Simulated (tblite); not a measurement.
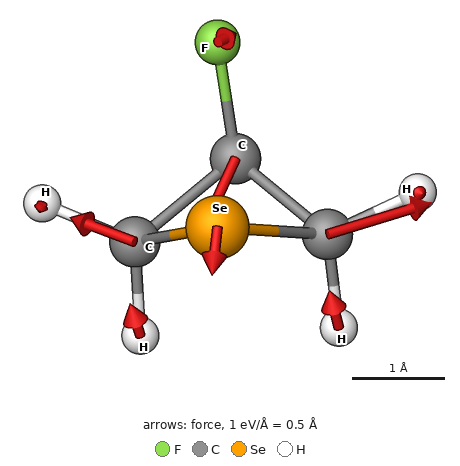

Starting geometry of C$_{3}$H$_{4}$FSe (multiplicity 2) with the computed forces as red arrows. A ball-and-stick model, seen face on.

Method: GFN2-xTB geometry optimisation, gas phase (tblite 0.8.0). 

### Is this structure relaxed? If not, where do the atoms go?

It isn't relaxed: the largest force vector, on a C atom, is 2.58 eV/Å. The final displacements follow the starting forces only in part (cosine between the two patterns 0.33). The energy falls by 19.6 kcal/mol in 44 geometry steps. The Se atom moves most after the best rigid fit: 1.01 Å. Largest moves by element: Se 1.01 Å, F 0.98 Å, H 0.81 Å, C 0.31 Å. Among the contacts that change: F–Se 2.720 → 3.684 Å, C–Se 1.939 → 1.996 Å, C–C 1.530 → 1.484 Å, C–H 1.122 → 1.091 Å. Bond angles that change, for instance: C–C–C 87.9° → 106.2°, F–C–C 108.6° → 119.1°, C–Se–C 65.5° → 73.0°. The run took 0.15 s on 1 thread of Arm Neoverse V1 (shared host).
